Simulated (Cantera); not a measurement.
Input: 1 mol Ta(OEt)5, 0.21 mol CH4, 3.6 mol H2, at 1200 °C.

Equilibrium computed with Cantera from the NASA thermochemical tables; the gas is ideal and each condensed phase is pure. Candidate condensed phases: C, C6H6, C7H8, C8H18, H2O, Ta, TaC, Ta2O5; 113 gas species. The feed counts by its element totals alone. TaC: taken at fixed stoichiometry. Condensed phases not in the tables: Ta2C. The numbers say what is thermodynamically allowed, not how fast it happens.

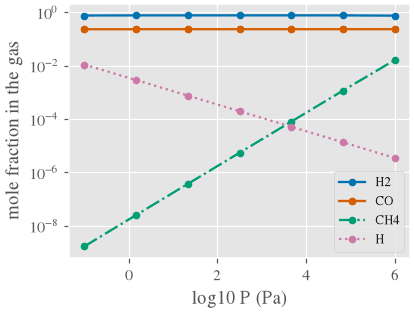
Equilibrium gas composition (values under 1e-9 drawn at 1e-9)

Task: Read off the mole fractions at 1.50e-5 bar.

Result: H2 about 0.77, CO about 0.23, H about 0.0029, CH4 about 2.6e-8.
